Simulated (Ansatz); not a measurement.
```yaml
crystal:
  lattice:
    - [2.58262, 0.00000, 0.00000]
    - [0.00000, 2.58262, 0.00000]
    - [0.00000, 0.00000, 17.76671]
  atoms:
    - { symbol: Co, position: [0.50000, 0.50000, 0.40675] }
    - { symbol: Co, position: [0.00000, 0.00000, 0.90675] }
    - { symbol: Co, position: [0.50000, 0.50000, 0.00000] }
    - { symbol: Co, position: [0.00000, 0.00000, 0.50000] }
    - { symbol: Co, position: [0.00000, 0.00000, 0.09325] }
    - { symbol: Co, position: [0.50000, 0.50000, 0.59325] }
    - { symbol: Ru, position: [0.50000, 0.50000, 0.19471] }
    - { symbol: Ru, position: [0.00000, 0.00000, 0.69471] }
    - { symbol: Ru, position: [0.00000, 0.00000, 0.30529] }
    - { symbol: Ru, position: [0.50000, 0.50000, 0.80529] }
```

Space group I4/mmm; a structure generated by program, which may or may not match a known phase; computed without spin polarisation.

Method: DFT PBE, scalar-relativistic, plane waves, PAW (Ansatz).

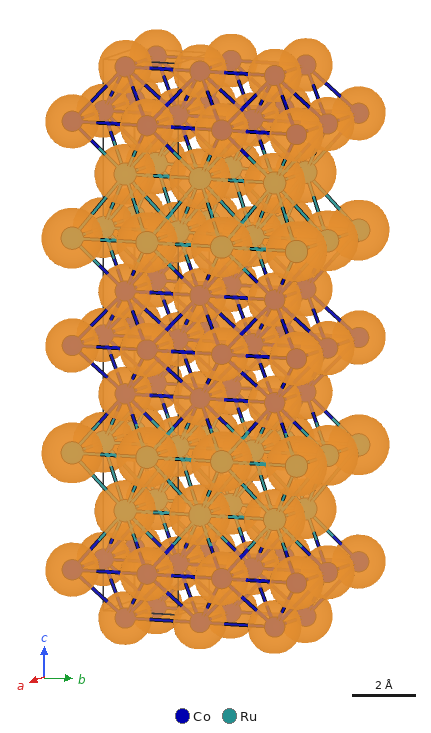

Co₃Ru₂. Isosurface of the valence pseudo-density at 0.8 e/Å³ (orange), seen slightly off an axis. Sticks mark near contacts.

Core electrons are frozen (PAW), and the valence fields are smoothed inside the atomic spheres.

Question: Which contacts does the surface bridge?

Answer: At this value the density breaks into separate islands; it holds about 80 % of the electrons treated as valence (semicore included). It bridges none of the near contacts. It is pinched off along the sampled Co–Co (2.47 Å), Co–Ru (2.57 Å), Ru–Ru (2.58 Å) and Co–Co (2.58 Å) contacts. On the grid the lowest density along these lines, outside the cores, is 0.35 e/Å³ (Co–Co, 2.47 Å), 0.38 e/Å³ (Co–Ru, 2.57 Å), 0.47 e/Å³ (Ru–Ru, 2.58 Å) and 0.31 e/Å³ (Co–Co, 2.58 Å).
